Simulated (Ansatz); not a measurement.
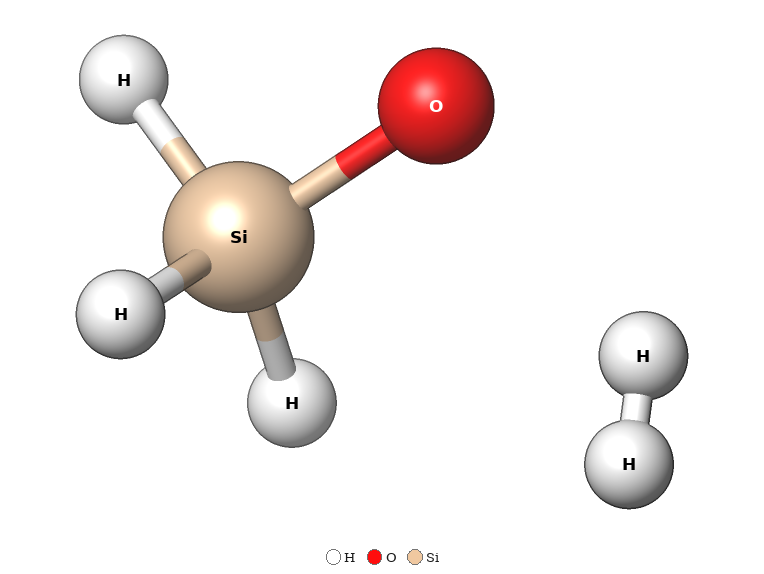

The species is neutral and a spin doublet. The geometry was computed by an optimisation with PBE0-D4/def2-TZVP. Method: UKS PBE0-D4/def2-SVP (Ansatz 0.2.0).

> Estimate the ⟨S²⟩ of the determinant.

0.754.

> What is the dispersion correction?

−5.9 kJ/mol.
